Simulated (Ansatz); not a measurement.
# Lattice dynamics of (InP)1(CuBr)3 [001] superlattice, started as zinc blende

Aim: the vibrations of (InP)1(CuBr)3 [001] superlattice, started as zinc blende, their spectra, and whether the structure is stable.

Calculated with Ansatz 0.2.0; DFT PBEsol, scalar-relativistic, plane waves, PAW.

The structure was built from a prototype and need not be the compound's stable phase.

## Step 1: Starting point

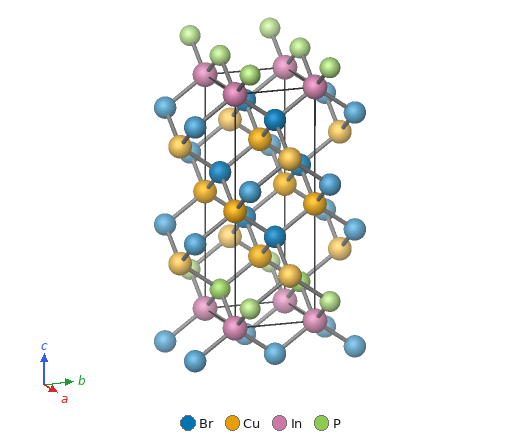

The cell as given, slightly off an axis (bromine blue, copper orange, indium pink, phosphorus green). Some periodic images of atoms are drawn too.

## Step 2: Rough relaxation

A rough relaxation comes first, because large forces or stress need no tight tolerances yet.

File input.yaml:

```yaml
crystal:
  lattice:
    - [2.8675, 2.8675, 0.0]
    - [-2.8675, 2.8675, 0.0]
    - [0.0, 0.0, 11.47]
  atoms:
    - { symbol: Br, position: [0.0, 0.5, 0.375] }
    - { symbol: Br, position: [0.5, 0.0, 0.625] }
    - { symbol: Br, position: [0.0, 0.5, 0.875] }
    - { symbol: Cu, position: [0.5, 0.5, 0.25] }
    - { symbol: Cu, position: [0.0, 0.0, 0.5] }
    - { symbol: Cu, position: [0.5, 0.5, 0.75] }
    - { symbol: In, position: [0.0, 0.0, 0.0] }
    - { symbol: P, position: [0.5, 0.0, 0.125] }
kpoints:
  mp_grid: { grid: [6, 6, 2] }
hamiltonian:
  xc: pbesol
scf:
  occupations: { method: gaussian, width: 0.1 }
output:
  forces: true
  stress: true
  eigenvalues: true
relax:
  adjacent_minimum: "off"
  f_tol: 0.05
  max_steps: 80
  cell: { stress_tol: 0.5 }
```

Run with:

```bash
$ ansatz run input.yaml --threads 8 --pin off --max-ram 14336MiB --backend cpu --events-out ev --progress --plain --runs-dir out
```

Numbers of over 12 decimals in the logs are rounded to 6 here.

The log of the run:

```text
The last accepted step is kept in <dir> (removed where the run ends without a failure and the disk answers)
Engine: ansatz 0.2.0, x86_64-unknown-linux-gnu
Pseudopotentials: kind: paw
Pseudopotential: Br, paw, valence charge 7, recommended cutoff 420 eV (normal), Br.paw.azcp
Pseudopotential: Cu, paw, valence charge 19, recommended cutoff 420 eV (normal), Cu.paw.azcp
[...]
- [-2.907488, 2.907488, 0]
    - [0, 0, 11.000811]
  atoms:
    - { symbol: Br, position: [0, 0.500000, 0.380009] }
    - { symbol: Br, position: [0.500000, 0, 0.617453] }
    - { symbol: Br, position: [0, 0.500000, 0.854117] }
    - { symbol: Cu, position: [0.500000, 0.500000, 0.230954] }
    - { symbol: Cu, position: [0, 0, 0.490654] }
    - { symbol: Cu, position: [0.500000, 0.500000, 0.731091] }
    - { symbol: In, position: [0, 0, 0.037491] }
    - { symbol: P, position: [0.500000, 0, 0.158232] }
[key lines of the parts left out:]
SCF converged after 6 iterations
Free energy (F): -34242.558771 eV
Fermi energy:    7.291899 eV
P = ⅓ Tr σ = -0.0064 GPa (-0.064 kbar)
```

Run time: 46 s. Hardware: 8 threads of AMD EPYC 7R43, shared host; peak memory 0.96 GiB; 5.6 min of CPU time.

This run has no spin polarisation, although Cu can carry a moment.

Relaxation path:

| step | energy less that of the first step (eV) | largest force component (eV/Å) | pressure (GPa) | volume (Å³) |
| --- | --- | --- | --- | --- |
| 1 | 0.0000 | 3.2337 | 0.09 | 188.63 |
| 2 | -0.9135 | 1.1279 | -0.98 | 188.77 |
| 3 | -1.2838 | 0.2735 | 1.18 | 181.92 |
| 4 | -1.3235 | 0.1121 | 0.21 | 185.12 |
| 5 | -1.3396 | 0.0818 | -0.15 | 186.38 |
| 6 | -1.3450 | 0.0167 | 0.00 | 185.69 |
| 7* | -1.3442 | 0.0168 | -0.01 | 185.69 |

Relaxation steps marked * repeat the geometry before them on a plane-wave basis chosen anew for their cell, so energy and pressure can jump there.

Forces are held to the 4 operations that the run works with; a distortion that breaks them can't arise in this run.

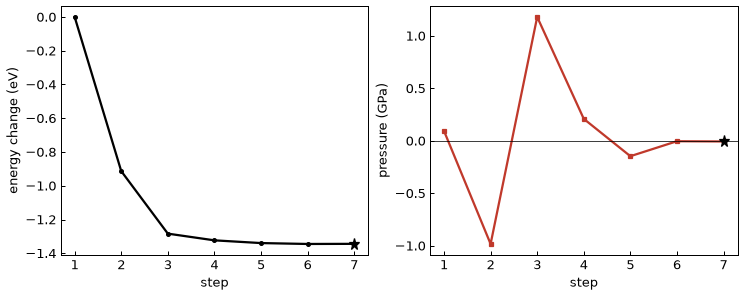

Energy and pressure along the relaxation. Stars mark steps on a basis chosen anew.

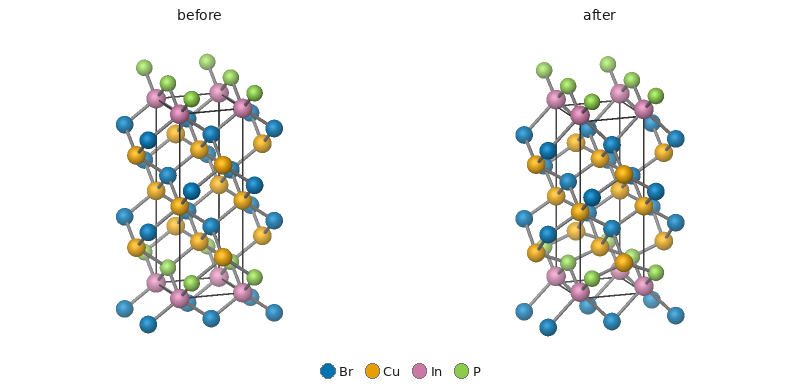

Before and after, at one scale.

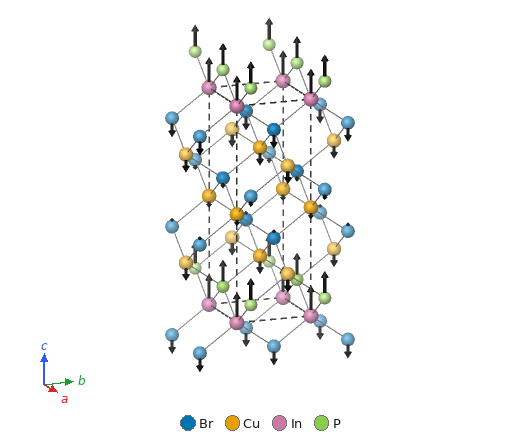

Displacements in the relaxation, exaggerated, measured against the changing cell; the longest in the cell stands for 0.41 Å. Some periodic images of atoms are drawn too.

| conventional cell, symmetrised | before | after | change |
| --- | --- | --- | --- |
| a (Å) | 4.055 | 4.105 | +1.2 % |
| b (Å) | 4.055 | 4.112 | +1.4 % |
| c (Å) | 11.470 | 11.001 | -4.1 % |
| volume (Å³/atom) | 23.58 | 23.21 | -1.6 % |

The atoms that moved most (Å, as changes of fractional coordinates times the final cell):

| atom | dx | dy | dz | length |
| --- | --- | --- | --- | --- |
| In7 | 0.000 | 0.000 | 0.412 | 0.412 |
| P8 | 0.000 | 0.000 | 0.366 | 0.366 |
| Br3 | 0.000 | 0.000 | -0.230 | 0.230 |
| Cu4 | 0.000 | 0.000 | -0.210 | 0.210 |
| Cu6 | 0.000 | 0.000 | -0.208 | 0.208 |
| Cu5 | 0.000 | 0.000 | -0.103 | 0.103 |
| Br2 | 0.000 | 0.000 | -0.083 | 0.083 |
| Br1 | 0.000 | 0.000 | 0.055 | 0.055 |

Final coordinates:

```cif
data_structure
_symmetry_space_group_name_H-M 'P 1'
_symmetry_Int_Tables_number 1
_cell_length_a 4.1052
_cell_length_b 4.1118
_cell_length_c 11.0008
_cell_angle_alpha 90.000
_cell_angle_beta 90.000
_cell_angle_gamma 90.000
_cell_volume 185.69
loop_
_atom_site_label
_atom_site_type_symbol
_atom_site_fract_x
_atom_site_fract_y
_atom_site_fract_z
_atom_site_occupancy
Br1 Br 0.00000 0.50000 0.38001 1
Br2 Br 0.50000 0.00000 0.61745 1
Br3 Br 0.00000 0.50000 0.85412 1
Cu4 Cu 0.50000 0.50000 0.23095 1
Cu5 Cu 0.00000 0.00000 0.49065 1
Cu6 Cu 0.50000 0.50000 0.73109 1
In7 In 0.00000 0.00000 0.03749 1
P8 P 0.50000 0.00000 0.15823 1
```

This step gave:

| Property | Result |
| --- | --- |
| pressure | -0.006356 GPa |
| volume per atom | 23.21 Å³ |
| gap on the k-mesh | 0.1170 eV |
| direct gap on mesh | 0.1170 eV |

In this step the volume went from 23.58 to 23.21 Å³/atom.

## Step 3: Relaxation

The cell and atoms are relaxed, since residual forces and stress would shift the frequencies.

File input.yaml:

```yaml
crystal:
  lattice:
    - [2.9027811108, 2.9027811108, 0.0]
    - [-2.9074882069, 2.9074882069, 0.0]
    - [0.0, 0.0, 11.0008105336]
  atoms:
    - { symbol: Br, position: [0.0, 0.5, 0.380008611] }
    - { symbol: Br, position: [0.5, 0.0, 0.6174529607] }
    - { symbol: Br, position: [0.0, 0.5, 0.8541166968] }
    - { symbol: Cu, position: [0.5, 0.5, 0.2309543505] }
    - { symbol: Cu, position: [0.0, 0.0, 0.4906539326] }
    - { symbol: Cu, position: [0.5, 0.5, 0.7310906037] }
    - { symbol: In, position: [0.0, 0.0, 0.0374911793] }
    - { symbol: P, position: [0.5, 0.0, 0.1582316653] }
kpoints:
  mp_grid: { grid: [8, 8, 4] }
hamiltonian:
  xc: pbesol
scf:
  occupations: { method: gaussian, width: 0.01 }
output:
  forces: true
  stress: true
  eigenvalues: true
relax:
  adjacent_minimum: "off"
  f_tol: 0.005
  max_steps: 80
  cell: { stress_tol: 0.05 }
```

The log of the run:

```text
[...]
Crystal: 8 atoms, lattice volume = 185.689 Å³
Basis set: ecut = 420 eV, 3605 PW (Γ), exchange–correlation on 60×60×150 points (8 copies of the dense FFT grid, shifted against one another)
Bands: 58, of which v1, the nominal top of the filled ones, is band 48 counted from 1 (47 counted from 0)
Symmetry: 4 space group operations
[...]
k-points: 75 of 256 (time reversal used)
[...]
- [-2.907415, 2.907415, 0]
    - [0, 0, 11.002274]
  atoms:
    - { symbol: Br, position: [0, 0.5, 0.380212] }
    - { symbol: Br, position: [0.500000, 0, 0.617703] }
    - { symbol: Br, position: [0, 0.5, 0.854266] }
    - { symbol: Cu, position: [0.500000, 0.5, 0.230421] }
    - { symbol: Cu, position: [0, 0, 0.490757] }
    - { symbol: Cu, position: [0.500000, 0.5, 0.731224] }
    - { symbol: In, position: [0, 0, 0.037288] }
    - { symbol: P, position: [0.500000, 0, 0.158131] }
[key lines of the parts left out:]
SCF converged after 6 iterations
Free energy (F): -34242.565932 eV
Fermi energy:    7.274487 eV
P = ⅓ Tr σ = 0.0028 GPa (0.028 kbar)
```

Elapsed: 69 s, on 8 threads; peak memory 1.2 GiB.

The steps of the relaxation:

| step | energy less that of the first step (eV) | largest force component (eV/Å) | pressure (GPa) | volume (Å³) |
| --- | --- | --- | --- | --- |
| 1 | 0.0000 | 0.0185 | -0.02 | 185.69 |
| 2 | -0.0001 | 0.0155 | 0.01 | 185.56 |
| 3 | -0.0001 | 0.0080 | 0.00 | 185.63 |
| 4 | -0.0001 | 0.0023 | 0.00 | 185.65 |
| 5* | -0.0001 | 0.0023 | 0.00 | 185.65 |

Relaxation steps marked * repeat the geometry before them on a plane-wave basis chosen anew for their cell, so energy and pressure can jump there.

Forces are held to the 4 operations that the run works with; a distortion that breaks them can't arise in this run.

| conventional cell, symmetrised | before | after | change |
| --- | --- | --- | --- |
| a (Å) | 4.105 | 4.104 | -0.0 % |
| b (Å) | 4.112 | 4.112 | -0.0 % |
| c (Å) | 11.001 | 11.002 | +0.0 % |
| volume (Å³/atom) | 23.21 | 23.21 | -0.0 % |

Numbers from this step:

- pressure: 0.002825 GPa
- gap on the k-mesh: 0.1193 eV
- direct gap on mesh: 0.1193 eV

In this step the volume went from 23.21 to 23.21 Å³/atom.

## Step 4: Relaxing to small forces for the phonons

Phonons need a cell at rest on their own settings, so the relaxation is repeated with tight tolerances on forces and stress, using the mesh and the filling of the phonon run that follows.

input.yaml, the sections that differ from step 3:

```yaml
crystal:
  lattice:
    - [2.90180191, 2.90180191, 0.0]
    - [-2.9074150057, 2.9074150057, 0.0]
    - [0.0, 0.0, 11.0022735448]
  atoms:
    - { symbol: Br, position: [0.0, 0.5, 0.3802118902] }
    - { symbol: Br, position: [0.5, 0.0, 0.6177025443] }
    - { symbol: Br, position: [0.0, 0.5, 0.8542658969] }
    - { symbol: Cu, position: [0.5, 0.5, 0.2304208518] }
    - { symbol: Cu, position: [0.0, 0.0, 0.4907566969] }
    - { symbol: Cu, position: [0.5, 0.5, 0.7312235188] }
    - { symbol: In, position: [0.0, 0.0, 0.0372878023] }
    - { symbol: P, position: [0.5, 0.0, 0.1581307988] }
relax:
  adjacent_minimum: "off"
  f_tol: 0.001
  max_steps: 60
  cell: { stress_tol: 0.01 }
# kpoints, hamiltonian, scf, output: as in step 3
```

The log of the run:

```text
[...]
Crystal: 8 atoms, lattice volume = 185.647 Å³
Basis set: ecut = 420 eV, 3605 PW (Γ), exchange–correlation on 60×60×150 points (8 copies of the dense FFT grid, shifted against one another)
Bands: 58, of which v1, the nominal top of the filled ones, is band 48 counted from 1 (47 counted from 0)
[... 1 set-up line as in the run before ...]
[...]
k-points: 75 of 256 (time reversal used)
[...]
- [2.901786, 2.901786, 0]
    - [-2.907667, 2.907667, 0]
    - [0, 0, 11.002136]
  atoms:
    - { symbol: Br, position: [0, 0.5, 0.380259] }
    - { symbol: Br, position: [0.5, 0, 0.617733] }
    - { symbol: Br, position: [0, 0.5, 0.854289] }
    - { symbol: Cu, position: [0.500000, 0.5, 0.230384] }
    - { symbol: Cu, position: [0, 0, 0.490736] }
    - { symbol: Cu, position: [0.500000, 0.5, 0.731211] }
    - { symbol: In, position: [0, 0, 0.037258] }
    - { symbol: P, position: [0.5, 0, 0.158131] }
[key lines of the parts left out:]
SCF converged after 6 iterations
Free energy (F): -34242.565935 eV
Fermi energy:    7.273164 eV
P = ⅓ Tr σ = -0.0006 GPa (-0.006 kbar)
```

Elapsed: 62 s, on 8 threads; peak memory 1.2 GiB.

Little changed from the start: no atom moved by 0.005 Å and no cell edge by 0.1 %.

This step gave:

```yaml
pressure: -6.32e-4 GPa
gap_on_the_k_mesh: 0.1199 eV
direct_gap_on_mesh: 0.1199 eV
```

The largest force component left is 0.88 meV/Å and the pressure is -0.001 GPa, within the tolerances set. The cell now holds 23.21 Å³/atom.

## Step 5: Zone-centre response

The zone centre is the only wavevector solved here; it holds the modes that light can see, as far as symmetry allows. No field response is asked.

File input.yaml:

```yaml
crystal:
  lattice:
    - [2.9017861023, 2.9017861023, 0.0]
    - [-2.9076665535, 2.9076665535, 0.0]
    - [0.0, 0.0, 11.0021362888]
  atoms:
    - { symbol: Br, position: [0.0, 0.5, 0.3802587187] }
    - { symbol: Br, position: [0.5, 0.0, 0.6177332723] }
    - { symbol: Br, position: [0.0, 0.5, 0.8542885947] }
    - { symbol: Cu, position: [0.5, 0.5, 0.2303839739] }
    - { symbol: Cu, position: [0.0, 0.0, 0.4907356355] }
    - { symbol: Cu, position: [0.5, 0.5, 0.7312106143] }
    - { symbol: In, position: [0.0, 0.0, 0.0372579569] }
    - { symbol: P, position: [0.5, 0.0, 0.1581312338] }
kpoints:
  mp_grid: { grid: [8, 8, 4] }
hamiltonian:
  xc: pbesol
scf:
  occupations: { method: gaussian, width: 0.01 }
output:
  eigenvalues: true
phonons:
  method: dfpt
```

The log of the run:

```text
zone centre: on kpoints.mp_grid the ground state, and the responses unless they are solved on pairs of k-points, stand on 102 of the mesh's 256 k-points, reduced under 2 symmetry operations, with k and −k counted as one. Each operation leaves every solved displacement unchanged or reverses it
[...]
Crystal: 8 atoms, lattice volume = 185.659 Å³
Basis set: ecut = 420 eV, 3605 PW (Γ), exchange–correlation on 60×60×150 points (8 copies of the dense FFT grid, shifted against one another)
Bands: 58, of which v1, the nominal top of the filled ones, is band 48 counted from 1 (47 counted from 0)
[... 1 set-up line as in the run before ...]
k-points: 102 of 256 (irreducible under 2 space group operations, time reversal used)
[...]
SCF iter   1: F=—  HF=-34242.591453 eV  |F-HF|=—  |Δ(HF+E_count)|=         —  Δρ=8.41e-3  dr2=1.04e-1  ethr=1.77e-3  ⟨swp⟩=7.7  Hψ=26112  notcnv=0  defer=23
[...]
SCF iter  17: F=-34242.565935 eV  HF=-34242.565935 eV  |F-HF|=7.28e-12  |Δ(HF+E_count)|=  7.28e-12  Δρ=8.28e-8  dr2=8.85e-12  ethr=1.00e-12  ⟨swp⟩=13.6  Hψ=33589  notcnv=0
SCF 1 converged in 17 iterations: F = -34242.565935 eV  dr2 = 8.85e-12
[...]
DFPT response loops at Γ: preconditioner auto → Resta (q_TF=auto, 2.444 Å⁻¹)  ε∞=22.4 (no band partly filled); β = 1.00, the filter's whole step (`scf.mixing.beta` (0.50) is not read by the response loops at its default; to damp them type it under 1.00, their step now; it binds the ground state too); Broyden in place of MSR1
SCF converged after 17 iterations
Free energy (F): -34242.565935 eV
[...]
Internal energy: -34242.565935 eV  (E = F + TS)
E sigma→0 (E₀):  -34242.565935 eV
Fermi energy:    7.273164 eV
[...]
--- Band table (eV; the first three rows and the last of 102) ---
  k-point 0: bands = [... 44 lower, 6.4539, 6.8565, 7.0250, 7.2132, 7.3331, 9.0851, 9.5114, 10.2176, ... 6 higher]
  k-point 1: bands = [... 44 lower, 6.5070, 6.7400, 6.8143, 7.1793, 7.7612, 9.0120, 9.4652, 10.0601, ... 6 higher]
  k-point 2: bands = [... 44 lower, 6.5612, 6.5754, 6.7613, 7.1411, 8.1435, 8.8281, 9.4387, 9.9095, ... 6 higher]
  k-point 101: bands = [... 44 lower, 5.6368, 5.7124, 6.0214, 6.1752, 8.3670, 8.6270, 10.5160, 10.7484, ... 6 higher]
--- Phonons (Γ-DFPT): 16 representative perturbations + reference, on 102 of 256 k-points (Σ response iterations 56) ---
  k mesh reduced under 2 symmetry operations, with k and −k counted as one. Each operation leaves every solved displacement unchanged or reverses it
  ASR residual: 6.894e-5 → 0.000e0 eV/Å²; symmetrization residual: 7.616e-6 eV/Å²
  ASR residual per site (eV/Å²): 1.50e-5 1.45e-5 7.73e-6 6.89e-5 1.70e-5 2.81e-5 1.52e-5 5.20e-6
  Γ frequencies (cm⁻¹): 0.00 0.00 0.00 31.66 33.25 36.27 42.81 45.42 50.00 76.45 82.12 90.25 91.00 119.92 124.73 134.07 142.71 152.00 158.46 177.39 193.35 282.56 375.34 378.61
  non-analytic LO–TO correction: not included (Born effective charges unavailable; polar crystals: no LO–TO splitting at Γ)
```

Elapsed: 5.3 min, on 8 threads; peak memory 3.8 GiB; 39 min of CPU time.

The column dr2 measures how far the density is from self-consistency, as an energy; F and HF (Harris–Foulkes) agree once it is small.

This step gave:

- sum-rule residual before enforcement: 6.89e-5 eV/Å²
- point group: mm2
- highest optical mode at the zone centre (no LO-TO term): 378.6 cm⁻¹
- lowest optical zone-centre mode: 31.66 cm⁻¹

Without the LO-TO term. Patterns of degenerate modes are one choice out of their space. Modes at Γ, with each element's share of the kinetic energy:

| mode | frequency (cm⁻¹) | symmetry | Br % | Cu % | In % | P % |
| --- | --- | --- | --- | --- | --- | --- |
| 1 | 0.0 | acoustic | 42 | 33 | 20 | 5 |
| 2 | 0.0 | acoustic | 42 | 33 | 20 | 5 |
| 3 | 0.0 | acoustic | 42 | 33 | 20 | 5 |
| 4 | 31.7 | B1 | 21 | 73 | 5 | 1 |
| 5 | 33.2 | B2 | 13 | 17 | 67 | 4 |
| 6 | 36.3 | B1 | 32 | 62 | 4 | 1 |
| 7 | 42.8 | B2 | 30 | 61 | 0 | 10 |
| 8 | 45.4 | B1 | 3 | 47 | 41 | 9 |
| 9 | 50.0 | B2 | 29 | 61 | 0 | 11 |
| 10 | 76.5 | B1 | 75 | 12 | 11 | 1 |
| 11 | 82.1 | A1 | 21 | 46 | 26 | 6 |
| 12 | 90.2 | A1 | 39 | 59 | 2 | 0 |
| 13 | 91.0 | B2 | 78 | 7 | 13 | 1 |
| 14 | 119.9 | A1 | 31 | 67 | 3 | 0 |
| 15 | 124.7 | B1 | 59 | 41 | 0 | 0 |
| 16 | 134.1 | A1 | 31 | 52 | 17 | 0 |
| 17 | 142.7 | B1 | 69 | 31 | 0 | 0 |
| 18 | 152.0 | A1 | 55 | 34 | 10 | 1 |
| 19 | 158.5 | A1 | 81 | 7 | 11 | 1 |
| 20 | 177.4 | B2 | 51 | 49 | 0 | 0 |
| 21 | 193.3 | B2 | 58 | 42 | 0 | 0 |
| 22 | 282.6 | A1 | 1 | 2 | 12 | 85 |
| 23 | 375.3 | B1 | 0 | 0 | 18 | 82 |
| 24 | 378.6 | B2 | 0 | 31 | 0 | 69 |

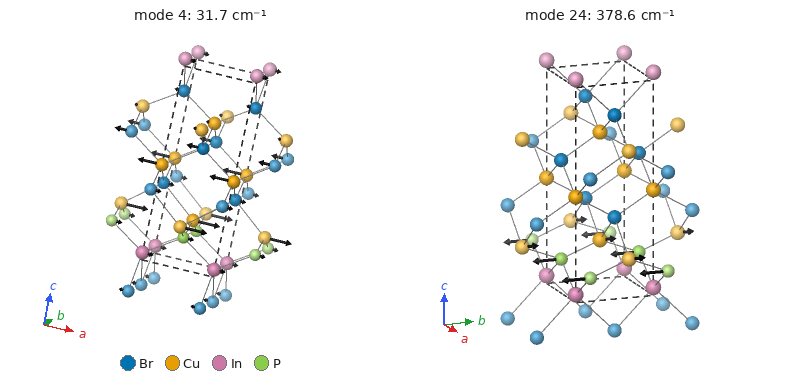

Displacement patterns of modes 4 and 24 at Γ; arrows are exaggerated. Some periodic images of atoms are drawn too.

Before it was imposed, the acoustic sum rule was missed by 6.9e-5 eV/Å². Small misses are needed for a sound result but don't prove that mesh and cutoff are converged. The lowest optical mode is real, 31.7 cm⁻¹.

## Step 6: Isotope substitution, element Br, natural mass 79.904 amu

An isotope changes the mass and not the force constants, so no new electronic calculation is needed; the shifts show which modes move this element.

The same force constants with the mass of Br changed from 79.904 to 80.916 u (phonopy, no LO-TO term). Both lists are sorted by frequency; levels can cross, so a row need not hold one and the same mode. Modes under 3 cm⁻¹ are left out. Isotope shifts, by row:

| q | rank | natural mass (cm⁻¹) | changed mass (cm⁻¹) |
| --- | --- | --- | --- |
| 0 0 0 | 4 | 31.66 | 31.62 |
| 0 0 0 | 5 | 33.25 | 33.22 |
| 0 0 0 | 6 | 36.27 | 36.19 |
| 0 0 0 | 7 | 42.81 | 42.73 |
| 0 0 0 | 8 | 45.42 | 45.41 |
| 0 0 0 | 9 | 50 | 49.91 |
| 0 0 0 | 10 | 76.45 | 76.09 |
| 0 0 0 | 11 | 82.12 | 82.01 |
| 0 0 0 | 12 | 90.25 | 90.03 |
| 0 0 0 | 13 | 91 | 90.56 |
| 0 0 0 | 14 | 119.9 | 119.7 |
| 0 0 0 | 15 | 124.7 | 124.3 |
| 0 0 0 | 16 | 134.1 | 133.8 |
| 0 0 0 | 17 | 142.7 | 142.1 |
| 0 0 0 | 18 | 152 | 151.5 |
| 0 0 0 | 19 | 158.5 | 157.7 |
| 0 0 0 | 20 | 177.4 | 176.8 |
| 0 0 0 | 21 | 193.3 | 192.7 |
| 0 0 0 | 22 | 282.6 | 282.6 |
| 0 0 0 | 23 | 375.3 | 375.3 |
| 0 0 0 | 24 | 378.6 | 378.6 |

A mode of this element alone would shift by -0.63 %. The highest zone-centre frequency without the field goes from 378.6 to 378.6 cm⁻¹ (+0.0 %). The product of the frequency ratios over all optical modes at Γ is 0.952; the product rule, (m/m′)^(3k/2) (M′/M)^(3/2) with k = 3 such atoms and M the mass of the cell, gives 0.952.

## Step 7: Isotope substitution, element Cu, natural mass 63.546 amu

The same for Cu, from 63.55 to 64.93 u.

A mode of this element alone would shift by -1.07 %. The highest zone-centre frequency without the field goes from 378.6 to 377.4 cm⁻¹ (-0.3 %). The product of the frequency ratios over all optical modes at Γ is 0.917; the product rule, (m/m′)^(3k/2) (M′/M)^(3/2) with k = 3 such atoms and M the mass of the cell, gives 0.918.

## Step 8: Isotope substitution, element In, natural mass 114.818 amu

The same for In, from 114.82 to 112.90 u.

A mode of this element alone would shift by +0.84 %. The highest zone-centre frequency without the field goes from 378.6 to 378.6 cm⁻¹ (+0.0 %). The product of the frequency ratios over all optical modes at Γ is 1.020; the product rule, (m/m′)^(3k/2) (M′/M)^(3/2) with k = 1 such atoms and M the mass of the cell, gives 1.020.

## Step 9: What came out

| Quantity | Value |
| --- | --- |
| space group after relaxation (within 0.01 Å) | Pmm2 |
| volume per atom | 23.2 Å³ |
| gap on the k-mesh | 0.120 eV |
| highest optical mode at the zone centre (no LO-TO term) | 379 cm⁻¹ |
| lowest optical zone-centre mode | 31.7 cm⁻¹ |
| imaginary modes at Γ (the only wavevector solved) | none |

**Reading.** The structure is stable against zone-centre distortions, since no mode there is imaginary; runs at other wavevectors are not part of this account. Without the field, the optical modes at Γ span 32 to 379 cm⁻¹. The dispersion is not part of this account. The highest mode in this list at Γ, 378.6 cm⁻¹, has its largest share on P (69 % of the kinetic energy). The starting cell was built on a prototype and not taken from a measurement, so the phase need not exist. These are harmonic frequencies at zero temperature: anharmonic shifts, linewidths and thermal expansion are left out.

[Logs are printed without paths, hosts, clocks, repeated set-up lines and the standing remarks that a program may print on its own settings, such as how far it seeks lower states.]

[Hosts, paths, dates, database ids (printed as entryN), source tags and the programs' standing remarks are cut or masked in the printed files.]
